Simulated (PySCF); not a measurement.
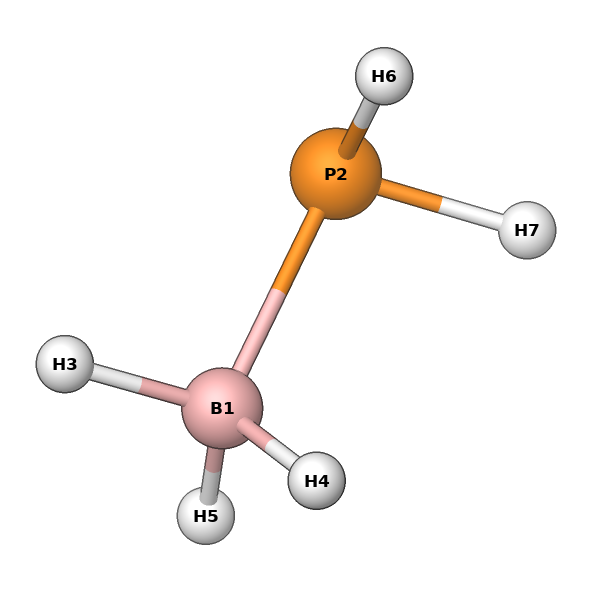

Charge −1, singlet. The geometry was computed by an optimisation with PBE0-D3(BJ)/def2-SVP. No frequency run is at hand to confirm it as a minimum. Properties computed with delta-SCF UKS SCAN, pcX-2 on the ionised atom, pcseg-1 elsewhere, spin-free X2C (PySCF 2.14.0).

Give the core-electron binding energies (to vacuum; p and d levels without spin–orbit splitting) of B1 1s, P2 1s, P2 2p.

```tsv
atom	level	binding energy (eV)
B1	1s	188.0
P2	1s	2143.9
P2	2p	130.6
```
